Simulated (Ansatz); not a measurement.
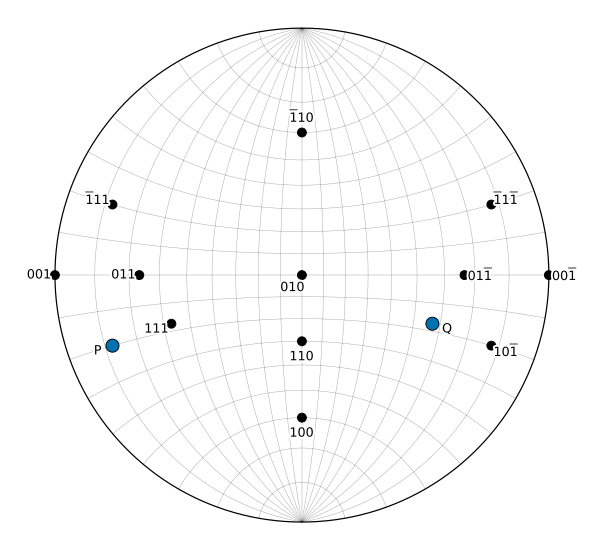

Crystal: TiAl6, the end point of a relaxation with Ansatz, DFT PBE, scalar-relativistic, plane waves, PAW; the starting structure was generated, so it need not be a known form of this composition. Stereographic projection of plane normals (upper hemisphere) centred on (0 1 0). All values are computed from the atomic coordinates in the standard setting (tolerance 0.002 Å).

a = 7.677 Å, b = 7.677 Å, c = 2.860 Å, α = 90.00°, β = 90.00°, γ = 120.00°.

Q: Index the poles marked P, Q.

A: P is (1 0 1), in four indices (1 0 −1 1), 78.6° from the centre; Q is (1 1 −1), in four indices (1 1 −2 −1), 58.8° from the centre.

Q: What is the angle between the normals of (−1 1 0) and (0 1 1), and what are their d_hkl = 1/|g|?

A: 78.6°; d = 6.648 Å and 2.627 Å.
